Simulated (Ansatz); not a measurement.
Process, species as SMILES: F[C]Cl (closed-shell singlet) → C atom + Cl atom + F atom
B3LYP-D3(BJ)/def2-TZVP geometries, fixed; electronic energies without zero-point terms.
Largest species:
```xyz
3

F     -1.4677    -0.2909     0.0321
C     -0.5979     0.6705    -0.0192
Cl     0.9880    -0.0826    -0.0102
```
Charge 0, spin multiplicity 1.

Basis-set convergence of the atomisation energy at PBE0 with Ansatz (an electronic-structure program). Cartesian d functions, on some or all atoms, in 6-311+G**; all else is spherical. The program fits the integrals of some runs and decomposes those of others, by size. Open shells are unrestricted. No added dispersion term, no relativity. Functions are those of the species that has most. Reference: the value in aug-cc-pV(5+d)Z, 216.79 kcal/mol, itself unsure by roughly 0.03 kcal/mol (its mean distance from pcseg-4, aug-pcseg-3, aug-cc-pV(Q+d)Z). Deviations are taken from unrounded values.

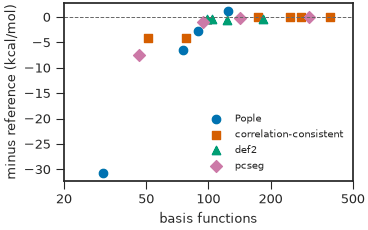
Figure. Deviation from the reference against the number of basis functions, by family of sets.

```json
[
 {"basis": "3-21G", "functions": "31", "atomisation energy (kcal/mol)": "186.16", "minus reference (kcal/mol)": "-30.63"},
 {"basis": "pcseg-1", "functions": "46", "atomisation energy (kcal/mol)": "209.33", "minus reference (kcal/mol)": "-7.46"},
 {"basis": "cc-pV(D+d)Z", "functions": "51", "atomisation energy (kcal/mol)": "212.67", "minus reference (kcal/mol)": "-4.12"},
 {"basis": "6-311+G**", "functions": "75", "atomisation energy (kcal/mol)": "210.23", "minus reference (kcal/mol)": "-6.55"},
 {"basis": "aug-cc-pV(D+d)Z", "functions": "78", "atomisation energy (kcal/mol)": "212.68", "minus reference (kcal/mol)": "-4.11"},
 {"basis": "6-311++G(2d,2p)", "functions": "89", "atomisation energy (kcal/mol)": "213.97", "minus reference (kcal/mol)": "-2.82"},
 {"basis": "pcseg-2", "functions": "94", "atomisation energy (kcal/mol)": "215.89", "minus reference (kcal/mol)": "-0.90"},
 {"basis": "def2-TZVP", "functions": "99", "atomisation energy (kcal/mol)": "216.42", "minus reference (kcal/mol)": "-0.37"},
 {"basis": "def2-TZVPP", "functions": "104", "atomisation energy (kcal/mol)": "216.41", "minus reference (kcal/mol)": "-0.38"},
 {"basis": "def2-TZVPD", "functions": "123", "atomisation energy (kcal/mol)": "216.24", "minus reference (kcal/mol)": "-0.55"},
 {"basis": "6-311++G(3df,3pd)", "functions": "125", "atomisation energy (kcal/mol)": "217.90", "minus reference (kcal/mol)": "1.11"},
 {"basis": "aug-pcseg-2", "functions": "142", "atomisation energy (kcal/mol)": "216.61", "minus reference (kcal/mol)": "-0.18"},
 {"basis": "cc-pV(Q+d)Z", "functions": "174", "atomisation energy (kcal/mol)": "216.86", "minus reference (kcal/mol)": "0.07"},
 {"basis": "def2-QZVPP", "functions": "184", "atomisation energy (kcal/mol)": "216.37", "minus reference (kcal/mol)": "-0.42"},
 {"basis": "aug-cc-pV(Q+d)Z", "functions": "249", "atomisation energy (kcal/mol)": "216.76", "minus reference (kcal/mol)": "-0.03"},
 {"basis": "cc-pV(5+d)Z", "functions": "282", "atomisation energy (kcal/mol)": "216.72", "minus reference (kcal/mol)": "-0.07"},
 {"basis": "pcseg-4", "functions": "307", "atomisation energy (kcal/mol)": "216.75", "minus reference (kcal/mol)": "-0.04"},
 {"basis": "aug-cc-pV(5+d)Z", "functions": "390", "atomisation energy (kcal/mol)": "216.79", "minus reference (kcal/mol)": "0.00"}
]
```
